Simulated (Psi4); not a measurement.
# B3LYP/def2-QZVPP (sweep point 12) run of BrF (bromine fluoride)

Aim: the energy change on altering one bond length of BrF (bromine fluoride) at B3LYP/def2-QZVPP (sweep point 12), from 2 runs. 

Program for the calculation: Psi4 1.11.

### 1 The molecule

BrF has 2 atoms, charge 0, and is taken as a singlet. SMILES: `FBr`. Geometry: relaxed at PBE0-D4/def2-TZVP.

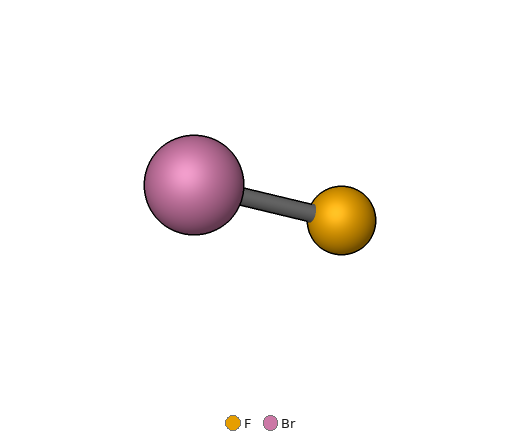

The structure, seen from a chosen angle (fluorine amber, bromine pink).

### 2 A single-point energy at B3LYP/def2-QZVPP (sweep point 12)

File job.in:

```
memory 1600 MB

molecule geom {
  0 1
  F      0.000000     0.000000     0.023210
  Br     0.000000     0.000000     1.776730
  symmetry c1
}

set globals {
  reference rks
  puream true
  scf_type pk
  dft_radial_points 99
  dft_spherical_points 590
}

energy_value, wavefunction = energy('b3lyp/def2-QZVPP', return_wfn=True)
```

Started as:

```bash
psi4 job.in job.out -n 1
```

job.out:

```text
[...]
  Running in c1 symmetry.
[...]
  Nuclear repulsion =   95.060690132447888
[...]
  Multiplicity = 1
[...]
  Nalpha       = 22
  Nbeta        = 22
[...]
    Number of basis functions: 146
[...]
   @RKS iter   1: -2673.67729277452145   -1.29351e+00   1.45838e-02 DIIS/ADIIS
[...]
   @RKS iter   8: -2674.06968644599692   -2.20566e-08   2.26093e-07 DIIS
[...]
    Orbital Energies [Eh]
    ---------------------
    Doubly Occupied:
       1A   -482.931633     2A    -62.563989     3A    -56.383548
       4A    -56.376602     5A    -56.376602     6A    -24.719923
       7A     -8.763127     8A     -6.598791     9A     -6.577518
      10A     -6.577518    11A     -2.711712    12A     -2.705618
      13A     -2.705618    14A     -2.688546    15A     -2.688546
      16A     -1.218972    17A     -0.800869    18A     -0.516779
      19A     -0.473174    20A     -0.473174    21A     -0.316889
      22A     -0.316889
[...]
  @RKS Final Energy: -2674.06968644599692
   => Energetics <=
    Nuclear Repulsion Energy =             95.0606901324478883
    One-Electron Energy =               -3909.7403529347375297
    Two-Electron Energy =                1222.4706861150691566
    DFT Exchange-Correlation Energy =     -81.8607097587764940
    Empirical Dispersion Energy =           0.0000000000000000
    VV10 Nonlocal Energy =                  0.0000000000000000
    Total Energy =                      -2674.0696864459969220
[...]
 Multipole Moments:
 ------------------------------------------------------------------------------------
     Multipole            Electronic (a.u.)      Nuclear  (a.u.)        Total (a.u.)
 ------------------------------------------------------------------------------------
 L = 1.  Multiply by 2.5417464519 to convert [e a0] to [Debye]
 Dipole X            :         -0.0000000            0.0000000           -0.0000000
 Dipole Y            :         -0.0000000            0.0000000           -0.0000000
 Dipole Z            :          2.0729737           -1.5337389            0.5392348
 Magnitude           :                                                    0.5392348
[...]
```

Wall time 18 s (1 thread of Intel Xeon at 2.70GHz, shared host); peak memory 1.3 GiB.

### 3 The distorted shape, same level

File job.in:

```
memory 1.6 GB

molecule m {
  0 1
  F      0.000000     0.000000    -0.853570
  Br     0.000000     0.000000     1.776730
  symmetry c1
}

set {
  basis def2-QZVPP
  puream true
  scf_type pk
  dft_radial_points 99
  dft_spherical_points 590
}

e, wfn = energy('b3lyp', return_wfn=True)
print_variables()
```

Started as:

```bash
psi4 job.in job.out -n 1
```

job.out:

```text
[...]
  Running in c1 symmetry.
[...]
  Nuclear repulsion =   63.373311546610658
[...]
  Multiplicity = 1
[...]
  Nalpha       = 22
  Nbeta        = 22
[...]
    Number of basis functions: 146
[...]
   @RKS iter   1: -2673.51122952634569   -1.47311e+00   1.44991e-02 ADIIS/DIIS
[...]
   @RKS iter  11: -2673.97078926149925   -5.24647e-08   3.04490e-08 DIIS
[...]
    Orbital Energies [Eh]
    ---------------------
    Doubly Occupied:
       1A   -482.964295     2A    -62.596165     3A    -56.416217
       4A    -56.408672     5A    -56.408672     6A    -24.698725
       7A     -8.793260     8A     -6.629646     9A     -6.607212
      10A     -6.607212    11A     -2.741744    12A     -2.735870
      13A     -2.735870    14A     -2.718027    15A     -2.718027
      16A     -1.124725    17A     -0.828149    18A     -0.417550
      19A     -0.400793    20A     -0.400793    21A     -0.361538
      22A     -0.361538
[...]
  @RKS Final Energy: -2673.97078926149925
   => Energetics <=
    Nuclear Repulsion Energy =             63.3733115466106582
    One-Electron Energy =               -3845.8730025072786702
    Two-Electron Energy =                1190.2630351702155167
    DFT Exchange-Correlation Energy =     -81.7341334710466185
    Empirical Dispersion Energy =           0.0000000000000000
    VV10 Nonlocal Energy =                  0.0000000000000000
    Total Energy =                      -2673.9707892614992488
[...]
 Multipole Moments:
 ------------------------------------------------------------------------------------
     Multipole            Electronic (a.u.)      Nuclear  (a.u.)        Total (a.u.)
 ------------------------------------------------------------------------------------
 L = 1.  Multiply by 2.5417464519 to convert [e a0] to [Debye]
 Dipole X            :          0.0000000            0.0000000            0.0000000
 Dipole Y            :          0.0000000            0.0000000            0.0000000
 Dipole Z            :          3.5441162           -2.3006258            1.2434904
 Magnitude           :                                                    1.2434904
[...]
```

Wall time 18 s (1 thread of Intel Xeon at 2.70GHz, shared host); peak memory 1.3 GiB.

### 4 Results

At B3LYP/def2-QZVPP (sweep point 12):

```
                                                          quantity           value
                                         first shape: total energy  -2674.06969 Eh
                                        first shape: dipole moment          1.37 D
                                          first shape: HOMO energy        -8.62 eV
                                          first shape: LUMO energy        -3.68 eV
                                        first shape: HOMO–LUMO gap         4.94 eV
                                     distorted shape: total energy  -2673.97079 Eh
                                    distorted shape: dipole moment          3.16 D
                                      distorted shape: HOMO energy        -9.84 eV
                                      distorted shape: LUMO energy        -7.96 eV
                                    distorted shape: HOMO–LUMO gap         1.88 eV
energy change with the F1–Br2 bond stretched from 1.754 to 2.630 Å        2.691 eV
```

One bond (distorted shape) is far stretched, which a spin-restricted single reference describes badly; a broken-symmetry solution may lie lower. With the F1–Br2 bond stretched from 1.754 to 2.630 Å the energy rises by 2.69 eV (62 kcal/mol). The first shape isn't relaxed at this level, so the change isn't measured from a minimum. A restricted reference can't describe the breaking bond well at this length.
